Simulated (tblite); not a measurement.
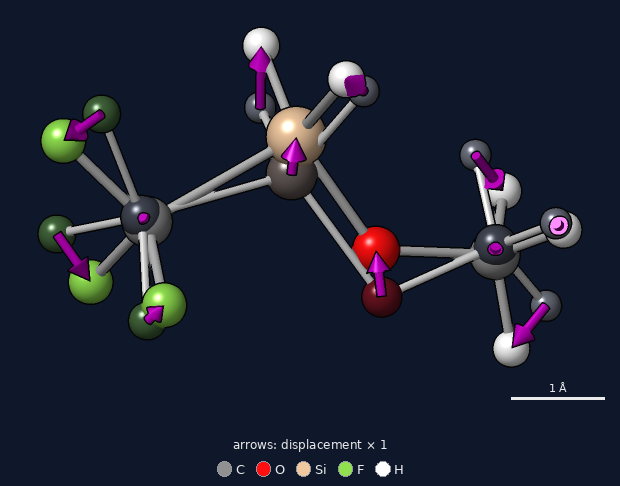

This is a relaxation of C2H5F3OSi. The starting structure is drawn faded, the final one solid; purple arrows show the displacements, at their true length. The two geometries are superimposed by the best rigid fit.

A ball-and-stick model, seen at a tilt.

Theory: GFN2-xTB geometry optimisation, gas phase (tblite 0.8.0). 

> What did the optimiser do to the structure, and how much energy did it gain?

The energy falls by 0.808 eV in 75 geometry steps. An H atom moves most after the best rigid fit: 0.78 Å. By element the largest moves are H 0.78 Å, F 0.64 Å, O 0.51 Å, Si 0.44 Å, C 0.17 Å. Some distances before and after: O–Si 1.701 → 1.603 Å, C–Si 1.856 → 1.934 Å, C–F 1.385 → 1.346 Å, C–H 1.120 → 1.091 Å. Bond angles that change, for instance: C–O–Si 105.3° → 131.2°, O–Si–C 114.0° → 100.4°, F–C–F 112.4° → 105.7°. Groups turn about C–Si by about 30°, C–O by about 20°.
